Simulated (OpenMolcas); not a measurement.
**Run report: Ni²⁺ complex, multiconfigurational calculation**

- system: Ni²⁺ with 6 ligands (F; octahedron, 2.039 Å), embedded in KMgF3 by model potentials and point charges, whose field is part of the energies.
- method: state-averaged SS-CASPT2, IPEA shift 0.25, imaginary shift 0.1 hartree, closed shells 3s 3p of the metal and the valence shells of the ligands correlated, active space 8 electrons in the shell 3d, basis ANO-RCC-VDZP on the metal and ANO-RCC-VDZP on the ligands, DKH2 scalar Hamiltonian, spin-orbit coupling by RASSI with atomic mean-field integrals (OpenMolcas)

Summary:

- outcome: converged; degenerate states are split by up to 214 cm⁻¹
- energy of the lowest spin-free term: −2120.11275 hartree
- energy of the lowest spin-orbit level: −2120.11331 hartree
- CASPT2 correlation energy: −1.7032 hartree
- largest spread among components of a term: 214.0 cm⁻¹
- lowest reference weight: 0.729
- hardware: 1 thread of Intel Xeon (Sapphire Rapids), 16 GiB of memory available, shared host
- wall time: 73 s
- peak memory: 0.18 GiB

Notes:

The components of ¹T2, which symmetry makes degenerate, are split by 214 cm⁻¹ in CASPT2. This is an artefact; the levels of such states rest on averages and are uncertain by about as much. Caveats: with a single d shell and no ligand orbitals active, the ligand field and the g values of a late 3d ion can be well off; the geometry is set by hand, with no relaxation.

The input:
```
&GATEWAY
Basis set
Ni.ANO-RCC-VDZP.
Ni1 0.0 0.0 0.0 Angstrom
End of basis
Basis set
F.ANO-RCC-VDZP.
L1 2.039000 0.000000 0.000000 Angstrom
L2 0.000000 2.039000 0.000000 Angstrom
L3 0.000000 0.000000 2.039000 Angstrom
End of basis
Basis set
Mg.EMB-AIMP.Lopez-Moraza.7s4p.1s1p.ECP.KMgF3.
PseudoCharge
* 3 symmetry-unique lattice sites within 7.6 angstrom
End of basis
Basis set
K.EMB-AIMP.Lopez-Moraza.0s.0s.ECP.KMgF3.
PseudoCharge
* 16 symmetry-unique lattice sites within 7.6 angstrom
End of basis
Basis set
Mg.EMB-AIMP.Lopez-Moraza.0s.0s.ECP.KMgF3.
PseudoCharge
* 10 symmetry-unique lattice sites within 7.6 angstrom
End of basis
Basis set
F.EMB-AIMP.Lopez-Moraza.0s.0s.ECP.KMgF3.
PseudoCharge
* 39 symmetry-unique lattice sites within 7.6 angstrom
End of basis
Symmetry
XYZ
AngMom=0.0 0.0 0.0
AMFI
RICD
XField
1521 Angstrom 0
* Evjen-weighted lattice charges
&SEWARD
&RASSCF
FileOrb=start.orb
Symmetry=1
Spin=3
nActEl=8 0 0
Inactive=18 21
Ras2=5 0
CIRoot=10 10 1
SDav=10
CIMx=300
Iter=150 100
PrWF=0.3
OrbListing=Nothing
MaxOrb=0
LevShft=1.0
>>> COPY $Project.JobIph JOB001
&RASSCF
FileOrb=start.orb
Symmetry=1
Spin=1
nActEl=8 0 0
Inactive=18 21
Ras2=5 0
CIRoot=15 15 1
SDav=15
CIMx=300
Iter=150 100
PrWF=0.3
OrbListing=Nothing
MaxOrb=0
LevShft=1.0
>>> COPY $Project.JobIph JOB002
&RASSI
NrOfJobIphs=2 10 15
1 2 3 4 5 6 7 8 9 10
1 2 3 4 5 6 7 8 9 10 11 12 13 14 15
IphNames
JOB001
JOB002
EJob
SpinOrbit
DIPRint=1.0
SOCoupling=1000.0
Subsets=2
Property=9
'ANGMOM' 1 'ANGMOM' 2 'ANGMOM' 3 'MLTPL  1' 1 'MLTPL  1' 2 'MLTPL  1' 3
'AMFI' 1 'AMFI' 2 'AMFI' 3
SOProperty=3
'ANGMOM' 1 'ANGMOM' 2 'ANGMOM' 3
>>> COPY JOB001 $Project.JobIph
&CASPT2
Multistate=10 1 2 3 4 5 6 7 8 9 10
NoMult
Frozen=5 6
IPEA=0.25
Imaginary=0.1
MaxIter=60
WThr=0.0 0.3 0.05
PrWF=0.5
NoMix
>>> COPY JOB002 $Project.JobIph
&CASPT2
Multistate=15 1 2 3 4 5 6 7 8 9 10 11 12 13 14 15
NoMult
Frozen=5 6
IPEA=0.25
Imaginary=0.1
MaxIter=60
WThr=0.0 0.3 0.05
PrWF=0.5
NoMix
```

The file start.orb holds starting orbitals from an earlier step. A driver script formed the levels outside the program, from RASSI's spin-orbit matrix and the CASPT2 energies (for multi-state variants, the effective Hamiltonian), averaged over the components of each term or state. The log and the time are those of the CASPT2 step.

Command:
```bash
OMP_NUM_THREADS=1 MOLCAS_MEM=2457 MOLCAS_PROJECT=a pymolcas a.inp > a.log  # once for each step of the input, in one work folder
```

The program's output (extracts):
```
--- CASPT2 ---
Orbital specifications:
      -----------------------

      Symmetry species                           1   2
                                                ag  au
      Frozen orbitals                            5   6
      Inactive orbitals                         13  15
      Active orbitals                            5   0
      Secondary orbitals                        46  52
      Deleted orbitals                           0   0
      Number of basis functions                 69  73
Type of calculation                        SS-CASPT2
      Fock operator                              state-specific
      IPEA shift                                 0.25
      Real shift                                 0.00
      Imaginary shift                            0.10
      The input orbitals will be transformed to quasi-canonical
Reference energy:       -2118.4095351335
      E2 (Non-variational):      -1.7023368469
      Shift correction:          -0.0008731161
      E2 (Variational):          -1.7032099630
      Total energy:           -2120.1127450966
      Residual norm:              0.0000001933
      Reference weight:           0.74093
      Contributions to the CASPT2 correlation energy
      Active & Virtual Only:         -0.2297601084
      One Inactive Excited:          -0.2283501040
      Two Inactive Excited:          -1.2442266345
Reference energy:       -2118.3803447054
      E2 (Non-variational):      -1.6941179365
      Shift correction:          -0.0008617131
      E2 (Variational):          -1.6949796496
      Total energy:           -2120.0753243549
      Residual norm:              0.0000009665
      Reference weight:           0.74254
      Contributions to the CASPT2 correlation energy
      Active & Virtual Only:         -0.2267328292
      One Inactive Excited:          -0.2276102887
      Two Inactive Excited:          -1.2397748186
::    CASPT2 Root  1     Total energy:  -2120.11274510
::    CASPT2 Root  2     Total energy:  -2120.07532435
::    CASPT2 Root  3     Total energy:  -2120.07532657
::    CASPT2 Root  4     Total energy:  -2120.07544939
::    CASPT2 Root  5     Total energy:  -2120.05342317
::    CASPT2 Root  6     Total energy:  -2120.05332738
::    CASPT2 Root  7     Total energy:  -2120.05335510
::    CASPT2 Root  8     Total energy:  -2119.99554977
::    CASPT2 Root  9     Total energy:  -2119.99547826
::    CASPT2 Root 10     Total energy:  -2119.99545562
--- CASPT2 ---
Orbital specifications:
      -----------------------

      Symmetry species                           1   2
                                                ag  au
      Frozen orbitals                            5   6
      Inactive orbitals                         13  15
      Active orbitals                            5   0
      Secondary orbitals                        46  52
      Deleted orbitals                           0   0
      Number of basis functions                 69  73
Type of calculation                        SS-CASPT2
      Fock operator                              state-specific
      IPEA shift                                 0.25
      Real shift                                 0.00
      Imaginary shift                            0.10
      The input orbitals will be transformed to quasi-canonical
Reference energy:       -2118.3253141419
      E2 (Non-variational):      -1.7197903514
      Shift correction:          -0.0009044855
      E2 (Variational):          -1.7206948369
      Total energy:           -2120.0460089787
      Residual norm:              0.0000005197
      Reference weight:           0.73787
      Contributions to the CASPT2 correlation energy
      Active & Virtual Only:         -0.2337398486
      One Inactive Excited:          -0.2356046429
      Two Inactive Excited:          -1.2504458600
Reference energy:       -2118.3253141418
      E2 (Non-variational):      -1.7197614550
      Shift correction:          -0.0009045736
      E2 (Variational):          -1.7206660286
      Total energy:           -2120.0459801703
      Residual norm:              0.0000005250
      Reference weight:           0.73786
      Contributions to the CASPT2 correlation energy
      Active & Virtual Only:         -0.2337253858
      One Inactive Excited:          -0.2355904140
      Two Inactive Excited:          -1.2504456552
::    CASPT2 Root  1     Total energy:  -2120.04600898
::    CASPT2 Root  2     Total energy:  -2120.04598017
::    CASPT2 Root  3     Total energy:  -2120.01359912
::    CASPT2 Root  4     Total energy:  -2120.01359580
::    CASPT2 Root  5     Total energy:  -2120.01262414
::    CASPT2 Root  6     Total energy:  -2119.99699795
::    CASPT2 Root  7     Total energy:  -2119.97652547
::    CASPT2 Root  8     Total energy:  -2119.97657464
::    CASPT2 Root  9     Total energy:  -2119.97652703
::    CASPT2 Root 10     Total energy:  -2119.95175822
::    CASPT2 Root 11     Total energy:  -2119.95189099
::    CASPT2 Root 12     Total energy:  -2119.95012084
::    CASPT2 Root 13     Total energy:  -2119.95012372
::    CASPT2 Root 14     Total energy:  -2119.95012863
::    CASPT2 Root 15     Total energy:  -2119.83860489
```

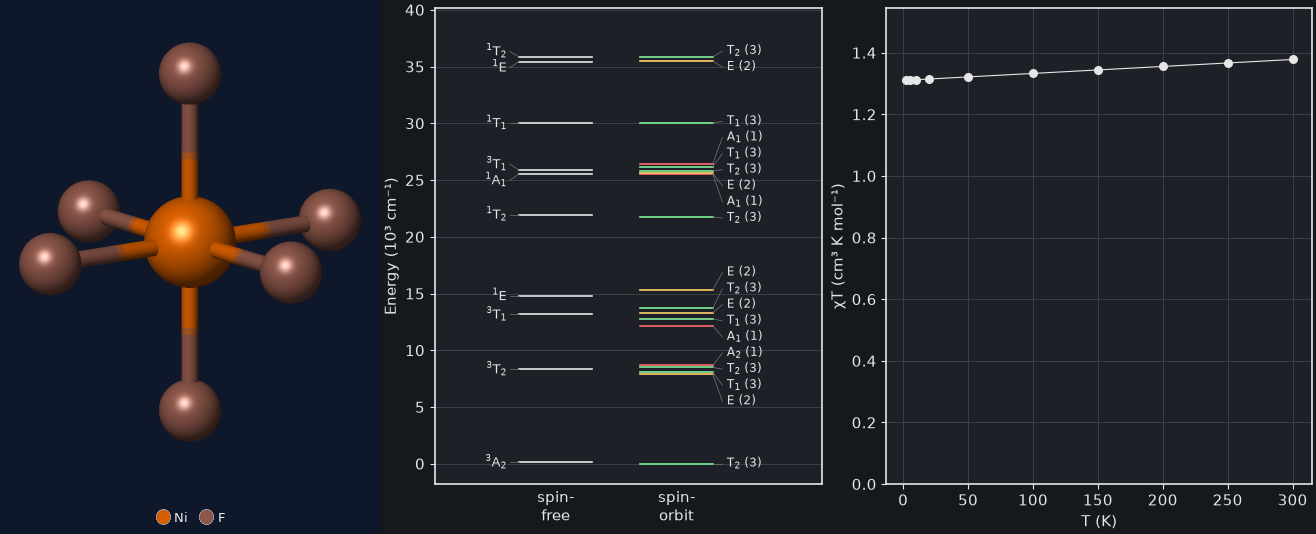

*Ni²⁺ (3d⁸) as a dopant in KMgF₃, a cluster with its 6 nearest F⁻ at 2.039 Å (octahedron) embedded in model potentials and point charges; the geometry was set, not optimised, and its levels and susceptibility. Labels give the representation in O, Td, D4 or D3 as the site allows (double group for half-integer spin) where it could be assigned and, in brackets, the degeneracy; spin-free states, where drawn, share the zero of the spin-orbit levels. Powder susceptibility by Van Vleck's formula.*

The ground level is T₂, 3-fold degenerate, 100 % from states of spin multiplicity 3. The next level lies at 7,880 cm⁻¹ (E). The lowest spin-free state is ³A₂, from the free-ion F term; of the same spin there follow at 8,200 cm⁻¹ (³T₂), 13,000 cm⁻¹ (³T₁) and 25,700 cm⁻¹ (³T₁) above it. χT is 1.31 cm³ K mol⁻¹ at 2 K and 1.38 at 300 K, an effective moment of 3.32 μB.
